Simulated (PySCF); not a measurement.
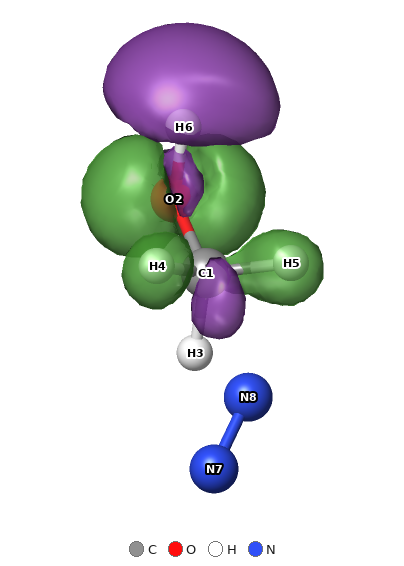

CH4N2O, SMILES `CO.N#N`. Unrelaxed difference density of S₃ less the ground state (TDA singlet states), ±0.04 e/Å³; purple: gain, green: loss.

Level of theory: PBE0/def2-SVP (PySCF), at a geometry from GFN2-xTB. The pair's geometry is semi-empirical, so its contact may be too short or too long. Without diffuse functions Rydberg states are missing, so the states' numbers hold for this basis only.

How does the charge move on excitation?

0.80 e is displaced in all, of which about 0.5 e passes between atoms: O2 (0.50 e) loses electrons and H6 (0.42 e) gains them. The state: 7.52 eV (165 nm), f = 0.002 (very weak); the leading pair carries 100 %; hole on O2 (70 %), C1 (12 %) and H4 and H5 (6 % each), electron on H6 (46 %), O2 (20 %) and C1 (14 %); their centroids lie 0.9 Å apart.
